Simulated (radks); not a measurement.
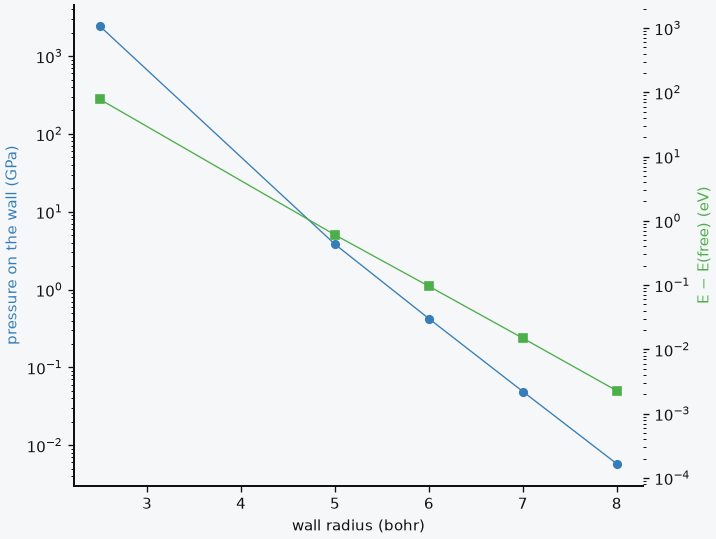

The platinum ion Pt⁺; electrons: [Xe] 4f14 5d9 (high spin). It is put inside a hard spherical wall of varying radius. The calculation used the in-house radial solver radks at this level: scalar-relativistic Kohn-Sham, LDA (Slater exchange, VWN5 correlation), spin-polarised, spherical densities, finite nucleus. The plot shows the pressure on the wall (left axis) and the energy above the free species (right axis).

Q: How do pressure and energy grow as the wall closes in?

A: The pressure grows from 0.0058 GPa at 8 bohr through 0.42 GPa at 6 bohr to 2400 GPa at 2.5 bohr, and the energy above the free species from 0.00227 eV through 0.0959 eV to 77.3 eV. The pressure is −dE/dV with V = 4πR³/3.
